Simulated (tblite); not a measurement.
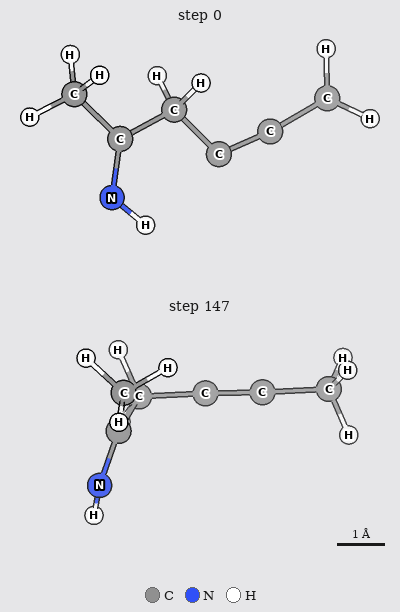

The structure of C6H9N (charge +1, multiplicity 2) before (top) and after (bottom) a relaxation, at one scale.

A ball-and-stick model, seen at a tilt.

All numbers below come from GFN2-xTB geometry optimisation, gas phase (tblite). 

### Describe what moved and what it gained.

After 147 geometry steps the energy has fallen by 44.9 kcal/mol. An H atom moves most after the best rigid fit: 2.43 Å. Largest moves by element: H 2.43 Å, C 1.17 Å, N 0.39 Å. Near-neighbour distances that change, for instance: C–C 1.475 → 1.568 Å, C–C 1.295 → 1.217 Å, C–C 1.493 → 1.421 Å, C–C 1.517 → 1.477 Å. Bond angles that change, for instance: C–C–C 117.8° → 178.2°, C–N–H 117.7° → 130.5°, C–C–C 115.4° → 108.4°. Groups turn about C–C by about 105°, C–C by about 30°.
